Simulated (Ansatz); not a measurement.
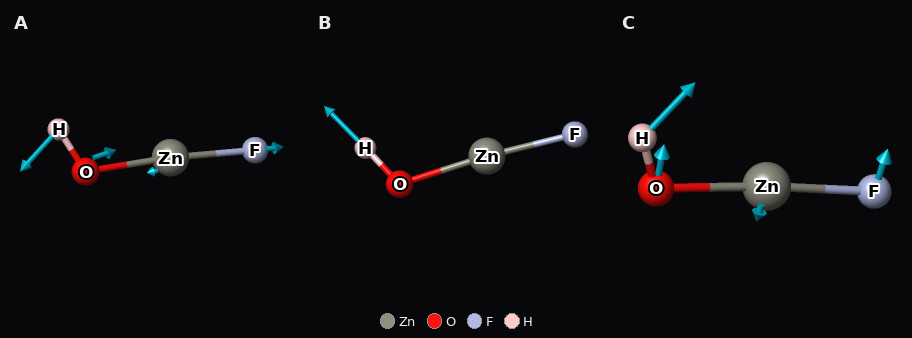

3 normal modes of one molecule or complex, as arrows. Harmonic vibrations computed with RKS PBE0-D4/def2-TZVP (Ansatz 0.2.0) at a stationary point of the same level.

Question: Match the panels to the wavenumbers 165 cm⁻¹, 755 cm⁻¹, 3907 cm⁻¹.

Answer: A: 755 cm⁻¹
B: 3907 cm⁻¹, O–H stretching
C: 165 cm⁻¹
